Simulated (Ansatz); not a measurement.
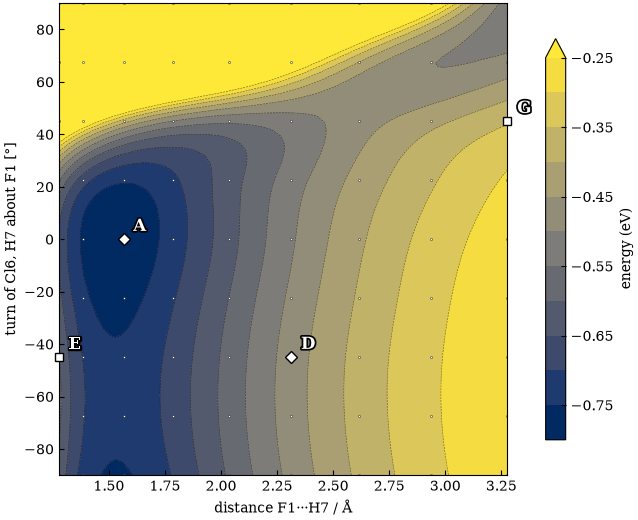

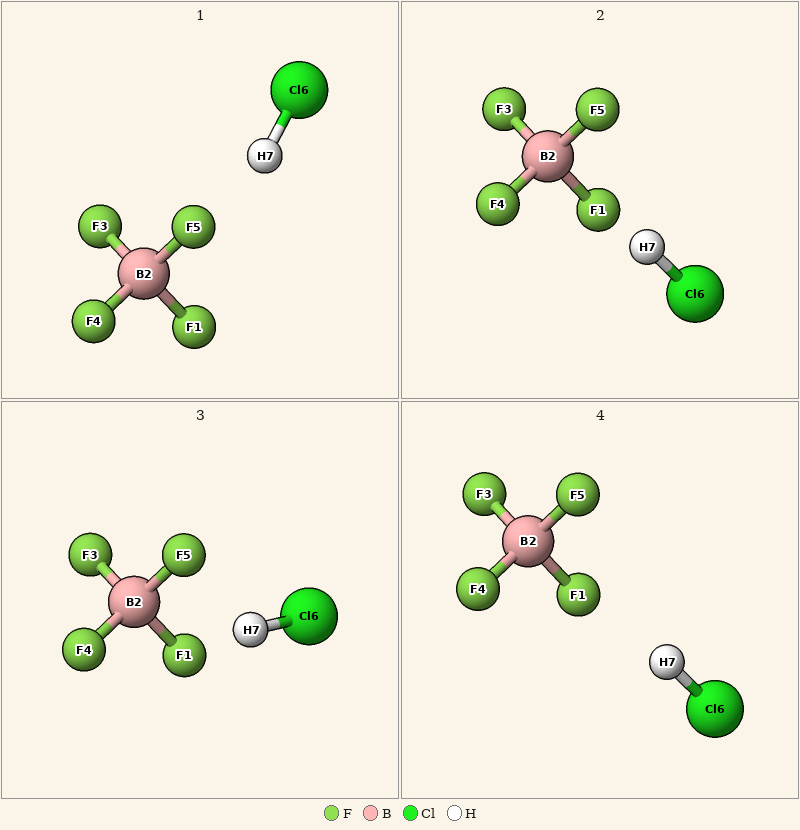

The pair BF₄···ClH, charge −1. The turn is about an axis along (0.49, −0.87, 0.02) in the frame of the relaxed pair, normal to the line between the partners. First axis: distance F1···H7. Second axis: turn of Cl6, H7 about F1. The grid has 9 × 9 points. Points are written as (first, second). All energies are given in eV relative to the ion and the molecule far apart, frozen as in the relaxed pair, each in its own basis (no counterpoise correction). Method: RKS PBE0-D4/def2-SVPD (Ansatz 0.2.0).

In the figure: filled contours, dots at the grid points, one colour for all values above the top of the scale, lettered points. Between grid points the surface is interpolated. The numbered pictures are the structures at these points, in random order.

**Which structure belongs to which point?**

A is structure 3: (1.565 Å, 0.0°), −0.79 eV; D is structure 4: (2.313 Å, −45.0°), −0.48 eV; E is structure 2: (1.277 Å, −45.0°), −0.60 eV; G is structure 1: (3.277 Å, 45.0°), −0.36 eV.
